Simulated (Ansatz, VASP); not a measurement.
## Cross-check of BN (Qingsongite) between VASP and Ansatz

One calculation is typed for both programs; each brings its own data sets and cutoff. How far apart do they land?

Calculated with Ansatz 0.2.0; plane waves, with VASP 6.6.1 beside it; band structure at PBE0.

## 1. The starting structure

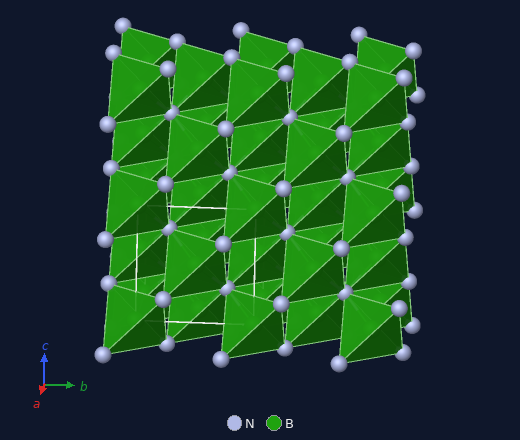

The starting structure, seen slightly off an axis (nitrogen light blue, boron green). 1×2×2 cells are drawn. This picture shows the conventional cell, with its axes. Some periodic images of atoms are drawn too.

Structure file:

```xyz
2
Lattice="0.0000 1.8075 1.8075 1.8075 0.0000 1.8075 1.8075 1.8075 0.0000" Properties=species:S:1:pos:R:3 pbc="T T T"
N     2.7113    2.7113    2.7113
B     0.0000    0.0000    0.0000
```

## 2. VASP: band structure, PBE0

The same path points are solved in both programs, so levels can be compared one by one.

Lines of VASP's logs that name or quote its potential files are left out, and so is its time.

INCAR

```
SYSTEM = BN
PREC = Accurate
ENCUT = 460
EDIFF = 1E-06
NELM = 100
ISMEAR = 0
SIGMA = 0.03
LREAL = .FALSE.
ALGO = Normal
LHFCALC = .TRUE.
AEXX = 0.25
GGA = PE
LASPH = .TRUE.
NBANDS = 10
PRECFOCK = Fast
HFRCUT = -1
LORBIT = 11
LWAVE = .FALSE.
LCHARG = .FALSE.
KPAR = 4
```

POSCAR

```
BN
1.0
    0.0000000000      1.8075000000      1.8075000000
    1.8075000000      0.0000000000      1.8075000000
    1.8075000000      1.8075000000      0.0000000000
N B
1 1
Direct
    0.7500000000      0.7500000000      0.7500000000
    0.0000000000      0.0000000000      0.0000000000
```

KPOINTS

```
Automatic mesh
0
Gamma
7 7 7
0 0 0
```

KPOINTS_OPT

```
Line mode
10
Line-mode
Reciprocal
  0.00000000   0.00000000   0.00000000 GAMMA
  0.50000000   0.00000000   0.50000000 X

  0.50000000   0.00000000   0.50000000 X
  0.50000000   0.25000000   0.75000000 W

  0.50000000   0.25000000   0.75000000 W
  0.37500000   0.37500000   0.75000000 K

  0.37500000   0.37500000   0.75000000 K
  0.00000000   0.00000000   0.00000000 GAMMA

  0.00000000   0.00000000   0.00000000 GAMMA
  0.50000000   0.50000000   0.50000000 L

  0.50000000   0.50000000   0.50000000 L
  0.62500000   0.25000000   0.62500000 U

  0.62500000   0.25000000   0.62500000 U
  0.50000000   0.25000000   0.75000000 W

  0.50000000   0.25000000   0.75000000 W
  0.50000000   0.50000000   0.50000000 L

  0.50000000   0.50000000   0.50000000 L
  0.37500000   0.37500000   0.75000000 K

  0.62500000   0.25000000   0.62500000 U
  0.50000000   0.00000000   0.50000000 X
```

Potentials, in the order of the species: N and B (PBE family, release 64).

Started as:

```console
> mpirun -np 4 vasp_std
```

Numbers of over 12 decimals in the logs are rounded to 6 here.

The log of the run:

```text
[banner, memory and clock lines left out]
running    4 mpi-ranks, on    1 nodes
 distrk:  each k-point on    1 cores,    4 groups
 distr:  one band on    1 cores,    1 groups

 POSCAR found type information on POSCAR N B
 POSCAR found :  2 types and       2 ions
 LDA part: xc-table for (Slater+PW92), standard interpolation
 found WAVECAR, reading the header
 POSCAR, INCAR and KPOINTS ok, starting setup
 FFT: planning ... GRIDC
 FFT: planning ... GRID_SOFT
 FFT: planning ... GRID
 HFRCUT set to (new)   9.889101
 reading WAVECAR
 the WAVECAR file was read successfully
 initial charge from wavefunction
 entering main loop
       N       E                     dE             d eps       ncg     rms          rms(c)
DAV:   1    -0.212746717779E+02   -0.21275E+02   -0.58225E-01   426   0.719E+00    0.636E-01
DAV:   2    -0.212761446905E+02   -0.14729E-02   -0.83843E-03   440   0.871E-01    0.418E-01
DAV:   3    -0.212751922870E+02    0.95240E-03   -0.32215E-03   442   0.353E-01    0.245E-01
DAV:   4    -0.212751360909E+02    0.56196E-04   -0.41699E-04   458   0.133E-01    0.149E-01
DAV:   5    -0.212750762505E+02    0.59840E-04   -0.21324E-05   434   0.430E-02    0.850E-02
DAV:   6    -0.212750570848E+02    0.19166E-04   -0.17677E-05   436   0.354E-02    0.463E-02
DAV:   7    -0.212750524575E+02    0.46272E-05   -0.28802E-06   422   0.169E-02    0.260E-02
DAV:   8    -0.212750510464E+02    0.14111E-05   -0.59732E-07   208   0.821E-03    0.150E-02
DAV:   9    -0.212750507628E+02    0.28361E-06   -0.29916E-07   222   0.523E-03
   1 F= -.21275051E+02 E0= -.21275051E+02  d E =-.202842E-21
 Start KPOINTS_OPT (optional k-point list driver)
k-point batch [1-20\100]
       N       E                     dE             ncg
DAV:   1     0.131406038128E+03   -0.66090E+04      416
DAV:   2    -0.358378782369E+03   -0.48978E+03      462
DAV:   3    -0.370890626722E+03   -0.12512E+02      464
DAV:   4    -0.370965093874E+03   -0.74467E-01      450
DAV:   5    -0.370965216363E+03   -0.12249E-03      444
DAV:   6    -0.370965216513E+03   -0.14978E-06      434
[...]
k-point batch [81-100\100]
       N       E                     dE             ncg
DAV:   1     0.952227327024E+01   -0.85644E+04      424
DAV:   2    -0.462135361079E+03   -0.47166E+03      442
DAV:   3    -0.472351965539E+03   -0.10217E+02      472
DAV:   4    -0.472412495459E+03   -0.60530E-01      458
DAV:   5    -0.472412607766E+03   -0.11231E-03      464
DAV:   6    -0.472412607879E+03   -0.11278E-06      464
```

Parts of OUTCAR (step 2):

```text
ion  position               nearest neighbor table
   1  0.750  0.750  0.750-   2 1.57   2 1.57   2 1.57   2 1.57
   2  0.000  0.000  0.000-   1 1.57   1 1.57   1 1.57   1 1.57

  LATTYP: Found a face centered cubic cell.
 ALAT       =     3.6150000000

 Subroutine GETGRP returns: Found 24 space group operations
 (whereof 24 operations were pure point group operations)

The static configuration has the point symmetry T_d .

 Found     20 irreducible k-points:

   k-points           NKPTS =     20   k-points in BZ     NKDIM =    343   number of bands    NBANDS=     10

   dimension x,y,z NGX =    18 NGY =   18 NGZ =   18
   dimension x,y,z NGXF=    36 NGYF=   36 NGZF=   36

   ENCUT  =  460.0 eV  33.81 Ry    5.81 a.u.   4.47  4.47  4.47*2*pi/ulx,y,z

   NELECT =       8.0000    total number of electrons

 k-points in reciprocal lattice and weights: Automatic mesh
   0.00000000  0.00000000  0.00000000       0.003
   0.14285714  0.00000000  0.00000000       0.023
   0.28571429  0.00000000  0.00000000       0.023
   0.42857143  0.00000000  0.00000000       0.023
   0.14285714  0.14285714  0.00000000       0.017
   0.28571429  0.14285714  0.00000000       0.070
   0.42857143  0.14285714  0.00000000       0.070
  -0.42857143  0.14285714  0.00000000       0.070
  -0.28571429  0.14285714  0.00000000       0.070
[...]
-0.42857143  0.42857143  0.14285714       0.070
  -0.28571429  0.42857143  0.14285714       0.070

  exchange ACFDT corr.  =         0.00000000  see jH, gK, PRB 81, 115126

 average (electrostatic) potential at core
       1 -54.8903       2 -21.1291

 E-fermi :   6.3565

 k-point     1 :       0.0000    0.0000    0.0000
  band No.  band energies     occupation
      1     -15.9833      2.00000
      2       6.1641      2.00000
      3       6.1641      2.00000
      4       6.1641      2.00000
      5      17.4784      0.00000
      6      17.4784      0.00000
      7      17.4784      0.00000
      8      19.0700      0.00000
      9      33.6775      0.00000
    ...

 k-point     2 :       0.1429    0.0000    0.0000
  band No.  band energies     occupation
      1     -15.4502      2.00000
      2       3.6096      2.00000
      3       5.6453      2.00000
      4       5.6453      2.00000
      5      17.8948      0.00000
      6      18.2518      0.00000
      7      18.2518      0.00000
      8      20.7080      0.00000
      9      33.0380      0.00000
    ...

 k-point     3 :       0.2857    0.0000    0.0000
  band No.  band energies     occupation
      1     -13.9284      2.00000
      2      -0.9846      2.00000
      3       4.7181      2.00000
      4       4.7181      2.00000
      5      18.4041      0.00000
      6      19.2931      0.00000
      7      19.2931      0.00000
      8      23.1016      0.00000
      9      32.1820      0.00000
    ...

  energy-cutoff  :      460.00
  volume of cell :       11.81
      direct lattice vectors                 reciprocal lattice vectors
     0.000000000  1.807500000  1.807500000    -0.276625173  0.276625173  0.276625173
     1.807500000  0.000000000  1.807500000     0.276625173 -0.276625173  0.276625173
     1.807500000  1.807500000  0.000000000     0.276625173  0.276625173 -0.276625173

 POSITION                                       TOTAL-FORCE (eV/Angst)
 -----------------------------------------------------------------------------------
      2.71125      2.71125      2.71125        -0.000000     -0.000000     -0.000000
      0.00000      0.00000      0.00000         0.000000      0.000000      0.000000
 -----------------------------------------------------------------------------------
    total drift:                               -0.000001      0.000000     -0.000000

  FREE ENERGIE OF THE ION-ELECTRON SYSTEM (eV)
  ---------------------------------------------------
  free  energy   TOTEN  =       -21.2750507628 eV

  energy  without entropy=      -21.2750507628  energy(sigma->0) =      -21.27505076

 total charge
# of ion       s       p       d       tot
------------------------------------------
    1        1.222   2.762   0.000   3.984
    2        0.680   1.348   0.000   2.028
--------------------------------------------------
tot          1.902   4.110   0.000   6.012

[... 3 further parts left out ...]
```

## 3. Ansatz: band structure, PBE0

Ansatz runs on its default PAW (the set named soft_2) files.

The same cell, functional, mesh and smearing now go to Ansatz, which takes its cutoff from its data sets.

input.yaml

```yaml
crystal:
  lattice:
    - [0.0, 1.8075, 1.8075]
    - [1.8075, 0.0, 1.8075]
    - [1.8075, 1.8075, 0.0]
  atoms:
    - { symbol: "N", position: [0.75, 0.75, 0.75] }
    - { symbol: B, position: [0.0, 0.0, 0.0] }
hamiltonian:
  xc: pbe0
  pseudopotentials: { kind: paw }
kpoints:
  mp_grid: { grid: [7, 7, 7] }
  band_path:
    path:
      - [0.0, 0.0, 0.0]
      - [0.5, 0.0, 0.5]
      - [0.5, 0.22222, 0.72222]
      - [0.40278, 0.34722, 0.75]
      - [0.125, 0.125, 0.25]
      - [0.27778, 0.27778, 0.27778]
      - [0.55556, 0.38889, 0.55556]
      - [0.58333, 0.25, 0.66667]
      - [0.5, 0.30556, 0.69444]
      - [0.48611, 0.48611, 0.52778]
      - [0.625, 0.25, 0.625]
      - [0.5, 0.0, 0.5]
    npoints: 1
scf:
  occupations: { method: gaussian, width: 0.03 }
  n_extra_bands: 7
output:
  forces: true
  stress: true
  eigenvalues: true
```

Started as:

```console
> ansatz run input.yaml --threads 4 --pin off --max-ram 9216MiB --backend cpu --events-out ev --progress --plain --runs-dir out
```

The log of the run:

```text
Warning: output.stress: scf.convergence.dr2_threshold = 1e-7 eV (the SCF's general default) is looser than the 2e-10 eV advised for a printed stress (1e-10 eV for each atom of the cell: 2). What an SCF threshold leaves in a stress goes as its square root, and in the free energy as the threshold itself, and one threshold admits the most on a small cell: [figures from the program's tests cut] Set scf.convergence.dr2_threshold to 2e-10 eV or tighter. The threshold is an SCF's pass mark: one that does not reach it within its budget of iterations ends unconverged, or closes short of it on a stop that the run arms, and scf.convergence.dr2_threshold's page says what that costs each kind of run
Warning: output.stress: scf.exx.energy_threshold = 1e-6 eV is looser than the 2e-8 eV advised for a stress under a hybrid functional (1e-8 eV for each atom of the cell: 2). Every SCF of the exchange loop can meet its threshold on dr2 while the loop round them stops early: no threshold on dr2 bounds what that leaves in the stress. Set scf.exx.energy_threshold to 2e-8 eV or tighter. The threshold is the loop's pass mark: a loop that does not reach it within its budget of cycles ends unconverged, and scf.exx.energy_threshold's page has the law
scf.n_extra_bands = 7 over 4 filled bands (N_el = 8.0): the run solves 11 bands
Engine: ansatz 0.2.0, aarch64-unknown-linux-gnu
Pseudopotentials: kind: paw
Pseudopotential: N, paw, valence charge 5, recommended cutoff 420 eV (normal), N.paw.azcp
Pseudopotential: B, paw, valence charge 3, recommended cutoff 420 eV (normal), B.paw.azcp
Functional definition: PBE0
  parameter a = 0.25
  parameter kappa = 0.804
  parameter beta = 0.066725
  exchange = (1 - a)*pbe_x(kappa = kappa, mu = beta*pi^2/3) + a*exact_x
  correlation = pbe_c(beta = beta)
Crystal: 2 atoms, lattice volume = 11.810 Å³
Basis set: ecut = 420 eV, 259 PW (Γ), exchange–correlation on 36×36×36 points (8 copies of the dense FFT grid, shifted against one another)
Bands: 11, of which v1, the nominal top of the filled ones, is band 4 counted from 1 (3 counted from 0)
Symmetry: 24 space group operations
Space group: F-43m (ITA 216), of the structure as read, at distance tolerance 2.3e-5 Å
k-points: 20 of 343 (time reversal used)
Non-local potential: N, projectors of the file, l = 0: 2, l = 1: 2, l = 2: 1
Non-local potential: B, projectors of the file, l = 0: 2, l = 1: 2, l = 2: 1
PAW form: soft (Blöchl's): semilocal exchange-correlation on the pseudo side does not see the compensation charge
PAW frozen core: N, regenerated for the run's functional, and the local potential with it (the file was generated under x = pbe(κ = 0.804, μ = 0.219515), c = pbe(β = 0.066725))
PAW frozen core: B, regenerated for the run's functional, and the local potential with it (the file was generated under x = pbe(κ = 0.804, μ = 0.219515), c = pbe(β = 0.066725))
PAW one-centre angular grid: N, 110 points (default); XC on 64 Gauss nodes
PAW one-centre angular grid: B, 110 points (default); XC on 64 Gauss nodes
Initial density: superposition of atomic densities (neutral atoms: chi_scale 0, normalization atom), corrected by the library's trained network
Initial wavefunctions: pseudopotential atomic-orbital guess
Functional: x = pbe(κ = 0.804, μ = 0.219515), c = pbe(β = 0.066725), warm-up for x = 0.75 pbe(κ = 0.804, μ = 0.219515) + 0.25 exact, c = pbe(β = 0.066725)
SCF iter   1: F=—  HF=-542.273627 eV  |F-HF|=—  |Δ(HF+E_count)|=         —  Δρ=1.59e-3  dr2=1.46e-4  ethr=1.77e-3  ⟨swp⟩=2.0  Hψ=1451  notcnv=0
preconditioner: auto → none  [insulator: Δε(μ)=4.724 eV  Ē_g=25.340 eV  σ=0.030 eV  W_gap=1.00  n_scr=0 (ndim 8)  ℏωp=30.6 eV  f_vac=0.000  D(μ)=0.00/eV (n_scr^D=0)]
SCF iter   2: F=-542.273826 eV  HF=-542.273776 eV  |F-HF|=5.01e-5  |Δ(HF+E_count)|=   1.49e-4  Δρ=8.11e-4  dr2=3.46e-5  ethr=1.82e-6  ⟨swp⟩=2.3  Hψ=314  notcnv=0  defer=4
SCF 1 stopped early in 2 iterations: F = -542.273826 eV  dr2 = 3.46e-5
  greatest PAW one-centre occupation: 0.787 electrons in one spin orbital (limit 2), on the N atom at site 0 (counted from 0), in its partial waves of l = 0
Initial density: handed on by an earlier stage of this run
Initial wavefunctions: those handed on with the density
Functional: x = 0.75 pbe(κ = 0.804, μ = 0.219515) + 0.25 exact, c = pbe(β = 0.066725)
Frozen-core exchange: fock
SCF iter   1: F=—  HF=-542.562907 eV  |F-HF|=—  |Δ(HF+E_count)|=         —  Δρ=9.18e-3  dr2=5.23e-3  ethr=4.32e-6  ⟨swp⟩=5.0  Hψ=940  notcnv=0
preconditioner: auto → none  [insulator: Δε(μ)=6.790 eV  Ē_g=28.908 eV  σ=0.030 eV  W_gap=1.00  n_scr=0 (ndim 8)  ℏωp=30.6 eV  f_vac=0.000  D(μ)=0.00/eV (n_scr^D=0)]
SCF iter   2: F=—  HF=-542.560952 eV  |F-HF|=—  |Δ(HF+E_count)|=   1.95e-3  Δρ=4.29e-3  dr2=9.22e-4  ethr=4.32e-6  ⟨swp⟩=3.0  Hψ=501  notcnv=0
SCF iter   3: F=—  HF=-542.563232 eV  |F-HF|=—  |Δ(HF+E_count)|=   2.28e-3  Δρ=1.59e-3  dr2=2.37e-4  ethr=4.32e-6  ⟨swp⟩=3.0  Hψ=354  notcnv=0
iter 4 solved again at ethr=9.27e-8 eV; its pass at ethr=2.88e-6 eV (dr2=7.41e-6 eV) is discarded
SCF iter   4: F=—  HF=-542.563155 eV  |F-HF|=—  |Δ(HF+E_count)|=   7.75e-5  Δρ=2.95e-4  dr2=1.07e-5  ethr=9.27e-8  ⟨swp⟩=2.0  Hψ=623  notcnv=0
SCF iter   5: F=-542.563174 eV  HF=-542.563176 eV  |F-HF|=1.05e-6  |Δ(HF+E_count)|=   2.05e-5  Δρ=1.50e-4  dr2=2.24e-6  ethr=9.27e-8  ⟨swp⟩=2.0  Hψ=301  notcnv=0
SCF 2 stopped early in 5 iterations: F = -542.563174 eV  dr2 = 2.24e-6
  greatest PAW one-centre occupation: 0.789 electrons in one spin orbital (limit 2), on the N atom at site 0 (counted from 0), in its partial waves of l = 0
hybrid outer 1: dexx = +2.675e-3 eV, tail = 1.07e-5 eV
Frozen-core exchange: fock
SCF iter   1: F=—  HF=-542.563215 eV  |F-HF|=—  |Δ(HF+E_count)|=         —  Δρ=9.04e-5  dr2=6.76e-7  ethr=6.71e-7  ⟨swp⟩=3.7  Hψ=590  notcnv=0
preconditioner: auto → none  [insulator: Δε(μ)=6.828 eV  Ē_g=28.902 eV  σ=0.030 eV  W_gap=1.00  n_scr=0 (ndim 8)  ℏωp=30.6 eV  f_vac=0.000  D(μ)=0.00/eV (n_scr^D=0)]
SCF iter   2: F=—  HF=-542.563215 eV  |F-HF|=—  |Δ(HF+E_count)|=   1.68e-7  Δρ=1.04e-5  dr2=2.43e-8  ethr=8.18e-9  ⟨swp⟩=3.0  Hψ=344  notcnv=0
SCF iter   3: F=-542.563215 eV  HF=-542.563215 eV  |F-HF|=2.41e-9  |Δ(HF+E_count)|=   7.51e-8  Δρ=7.68e-6  dr2=3.50e-9  ethr=8.22e-11  ⟨swp⟩=3.2  Hψ=472  notcnv=0
SCF 3 converged in 3 iterations: F = -542.563215 eV  dr2 = 3.50e-9
  Residual-converged pass: ⟨swp⟩=2.5  Hψ=326  notcnv=0  max |occ|·‖R‖ = 2.3e-6 eV (tolerance 2.4e-6 eV)  dr2=3.49e-9  dr2_onsite=5.48e-10  max |Δocc| = 0.0e0
  greatest PAW one-centre occupation: 0.790 electrons in one spin orbital (limit 2), on the N atom at site 0 (counted from 0), in its partial waves of l = 0
hybrid outer 2: dexx = +1.256e-7 eV, tail = 1.07e-8 eV, Δε = 3.38e-3 eV (about 1.41e-4 eV left of the loop's levels)
NSCF: frozen V_eff on 12 k-points
hybrid SCF converged: 2 outer / 8 inner (+2 warm-up), last move |dexx| = 1.26e-7 eV, tail = 1.07e-8 eV
Stability not checked: this state was not tested for a lower state beside it, because the functional holds exact exchange (a hybrid, or Hartree-Fock), whose exchange loop this test does not read (fock_operator; see scf.lower_state_search)
Free energy (F): -542.563215 eV
Frozen-core exchange: fock
Harris-Foulkes:  -542.563215 eV  (|F-HF|=2.41e-9)
Internal energy: -542.563215 eV  (E = F + TS)
E sigma→0 (E₀):  -542.563215 eV
Fermi energy:    13.346577 eV
--- Per-component energies (eV) ---
  E_band       = 10.496364
  E_kinetic    = 185.634649
  E_local      = -174.312577  (includes V_loc(G=0)·N_el)
  E_nonlocal   = 55.528653
  E_hartree    = 49.119868
  E_xc         = -72.517392
  E_vxc        = -90.113238  (∫ρ·V_xc dr)
  E_exx        = -22.878527  (= α·E_x^exact, valence–valence)
  E_paw        = -204.719127  (= ΣΔE_a)
  E_vpaw       = -18.724413  (= ΣTr[D̂ρ^β])
  E_aug_tail   = 0.000103  (compensation charges beyond the density's cutoff)
  E_ewald      = -358.384650
  E_core_change = -0.034215  (= ΣΔE_core)
  E_smearing   = -0.000000  (= −TS)
  E_closure    = 0.000000  (closes the sum)
  Σ components = -542.563215   (vs F -542.563215, Δ=-1.14e-13)
--- Forces (eV/Å), atoms counted from 1 ---
  atom   1  N      0.00000000     0.00000000     0.00000000
  atom   2  B     -0.00000000     0.00000000    -0.00000000
  max |Σ_I F_I| component: 5.00e-16 eV/Å
--- Stress (GPa, compression-positive) ---
       -6.031341       0.000000      -0.000000
        0.000000      -6.031341       0.000000
       -0.000000       0.000000      -6.031341
  P = ⅓ Tr σ = -6.0313 GPa (-60.313 kbar)
--- Band table (eV; the first three rows and the last of 20) ---
  k-point 0: bands = [-12.2027, 9.9333, 9.9333, 9.9333, 21.2676, 21.2676, 21.2676, 22.8197, ... 3 higher]
  k-point 1: bands = [-11.6704, 7.3832, 9.4188, 9.4188, 21.6720, 22.0400, 22.0400, 24.4683, ... 3 higher]
  k-point 2: bands = [-10.1486, 2.7944, 8.4923, 8.4923, 22.1751, 23.0799, 23.0799, 26.8592, ... 3 higher]
  k-point 19: bands = [-6.0637, 1.2354, 1.8278, 4.4256, 21.1478, 25.8120, 27.4871, 28.7376, ... 3 higher]
```

It took 19 s on 4 threads of Arm Neoverse N1, shared host; peak memory 0.52 GiB.

In the SCF lines HF is the Harris–Foulkes energy and dr2 the Hartree energy of the density residual, in eV; the loop may stop once dr2 is under the threshold and the program's other checks hold. Hψ counts applications of the Hamiltonian.

## 4. Differences

Known differences besides the PAW data sets themselves: exact exchange at q = 0 is treated differently, which shows on coarse meshes; VASP keeps PBE cores, Ansatz makes them for the functional; the cutoff is 420 eV in Ansatz and 460 eV in VASP; VASP takes a coarser grid for exact exchange (PRECFOCK = Fast). Total energies have different zeros and are not compared.

Compared:

| quantity | Ansatz | VASP | difference |
| --- | --- | --- | --- |
| gap over the path points (eV) | 6.553 | 6.537 | +0.016 |

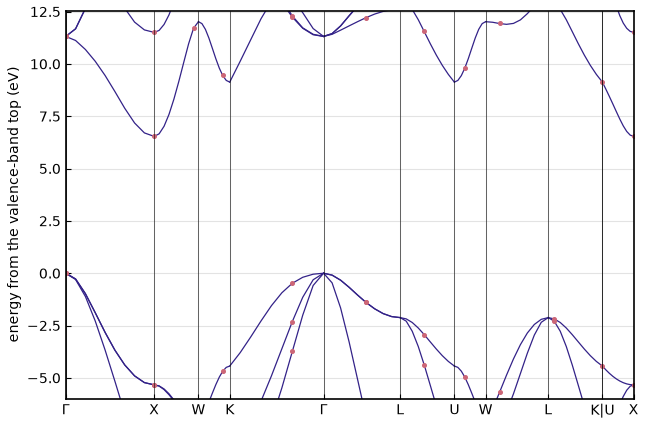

Bands from VASP (lines) and levels from Ansatz (dots). Dots without a line are higher empty bands that the VASP plot leaves out.

Levels at points of the path, from each program's valence-band top (eV; 3 filled, then empty):

| k (reciprocal lattice) | Ansatz | VASP |
| --- | --- | --- |
| 0.000 0.000 0.000 | 0.00 0.00 0.00 11.33 11.33 11.33 | 0.00 0.00 0.00 11.31 11.31 11.31 |
| 0.500 0.000 0.500 | -9.80 -5.33 -5.33 6.55 11.52 21.25 | -9.81 -5.33 -5.33 6.54 11.51 21.25 |
| 0.500 0.222 0.722 | -8.50 -7.42 -6.96 11.71 16.36 16.47 | -8.51 -7.42 -6.97 11.71 16.35 16.47 |
| 0.403 0.347 0.750 | -8.90 -8.25 -4.67 9.45 15.54 18.50 | -8.91 -8.26 -4.68 9.44 15.54 18.49 |
| 0.125 0.125 0.250 | -3.74 -2.31 -0.48 12.26 12.30 13.14 | -3.74 -2.31 -0.48 12.24 12.29 13.13 |
| 0.278 0.278 0.278 | -6.88 -1.39 -1.39 12.22 13.11 13.11 | -6.89 -1.40 -1.40 12.21 13.10 13.10 |
| 0.556 0.389 0.556 | -11.01 -4.38 -2.93 11.55 14.92 15.14 | -11.02 -4.39 -2.94 11.54 14.92 15.13 |
| 0.583 0.250 0.667 | -8.86 -8.18 -4.96 9.81 15.60 18.12 | -8.87 -8.19 -4.96 9.80 15.59 18.12 |
| 0.500 0.306 0.694 | -9.15 -7.32 -5.68 11.94 15.02 17.83 | -9.16 -7.33 -5.69 11.93 15.02 17.83 |
| 0.486 0.486 0.528 | -11.62 -2.29 -2.18 12.72 13.22 13.44 | -11.63 -2.29 -2.18 12.72 13.20 13.41 |

Among the levels compared (up to four filled and three empty ones at each point), filled levels agree within 12 meV and empty ones within 21 meV.

## 5. Outcome

```
difference in gap over the path points (band structure, PBE0) : 0.016 eV
```

In words: The difference in gap over the path points is 0.016 eV (band structure, PBE0), within the 0.08 eV picked in this series as the mark of a large difference. How closely two codes agree says nothing of how well the functional describes the real material.

[Lines on the potential files, build, host, timing and source positions are cut from VASP's logs without a mark.]

[Logs are printed without paths, hosts, clocks, repeated set-up lines and the standing remarks that a program may print on its own settings, such as how far it seeks lower states.]

[Hosts, paths, dates, database ids (printed as entryN), source tags and the programs' standing remarks are cut or masked in the printed files.]
